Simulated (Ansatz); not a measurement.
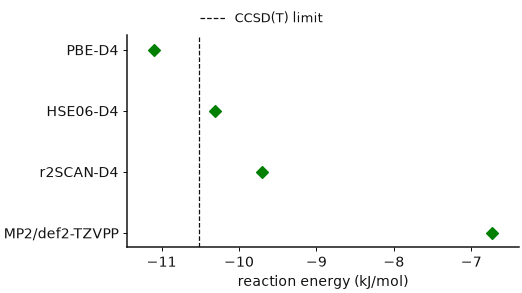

Electronic reaction energy of Si₂H₄OBrF (O[SiH](F)[SiH2]Br) + HfIF₃ ([F][Hf]([F])([F])[I]) → Si₂H₄OIF (O[SiH](F)[SiH2]I) + HfBrF₃ ([F][Hf]([F])([F])[Br]) (SMILES in brackets) at several levels (functionals in def2-TZVPP unless a basis is named), isolated molecules at PBE0-D4 triple-zeta geometries, minima by their frequencies, no zero-point or thermal terms, the Ansatz code 0.2.0. The line is frozen-core CCSD(T) at the basis limit (MP2 extrapolated from triple and quadruple zeta, plus CCSD(T) less MP2 in a smaller set). The distance of MP2/def2-TZVPP to the limit includes basis error. Core potentials past Kr.

What do zero-point energy and temperature add?

Answer. Zero-point change −0.5 kJ/mol; at 298.15 K and 1 bar the CCSD(T) limit plus thermal terms gives an enthalpy of reaction of −11.0 and a free energy of −10.7 kJ/mol (harmonic PBE0-D4 modes, ideal gas).

Give the values.

Answer.
```tsv
level	kJ/mol	less CCSD(T) limit
PBE-D4	−11.1	−0.6
HSE06-D4	−10.3	0.2
r2SCAN-D4	−9.7	0.8
MP2/def2-TZVPP	−6.7	3.8
CCSD(T) limit	−10.5	0.0
```

Note: no scalar relativity up to krypton; outer-core shells are correlated without core-valence functions, which makes the correlated values less sure; spin-orbit coupling is left out, and with I and Hf it can shift these values; one conformer of each flexible molecule.
